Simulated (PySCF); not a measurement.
Si(F)(Et)2(Vi), C6H13FSi, SMILES F[Si](C=C)(CC)CC at its GFN2-xTB optimised geometry (Å):

```
21

C     -1.2482    -1.7238    -1.8667
C     -0.0461    -1.2408    -1.5920
Si     0.4351    -0.3566     0.0000
F      2.0675    -0.3566     0.0000
C     -0.1021    -1.2959     1.5672
C      0.2887    -2.7720     1.5397
C     -0.1000     1.4719     0.0000
C      0.3167     2.2283     1.2594
H     -1.4728    -2.2264    -2.7951
H     -2.0675    -1.6395    -1.1712
H      0.7355    -1.3612    -2.3325
H     -1.1816    -1.2171     1.7019
H      0.3537    -0.8297     2.4425
H     -0.1853    -3.2781     0.7019
H      1.3653    -2.8772     1.4332
H     -0.0153    -3.2694     2.4591
H     -1.1810     1.5470    -0.1211
H      0.3400     1.9653    -0.8681
H      0.0375     3.2781     1.1879
H     -0.1647     1.8076     2.1390
H      1.3934     2.1700     1.3983
```

Computed with PBE0/def2-SVP run with PySCF.

Map of the Laplacian of the electron density (e/bohr⁵) on the plane z = 0.8 Å:

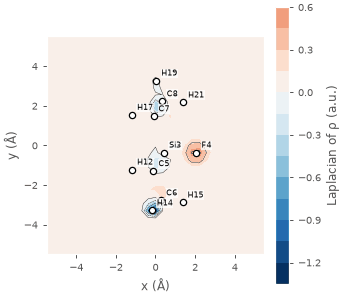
*Laplacian of the electron density (e/bohr⁵) on the plane z = 0.8 Å.*
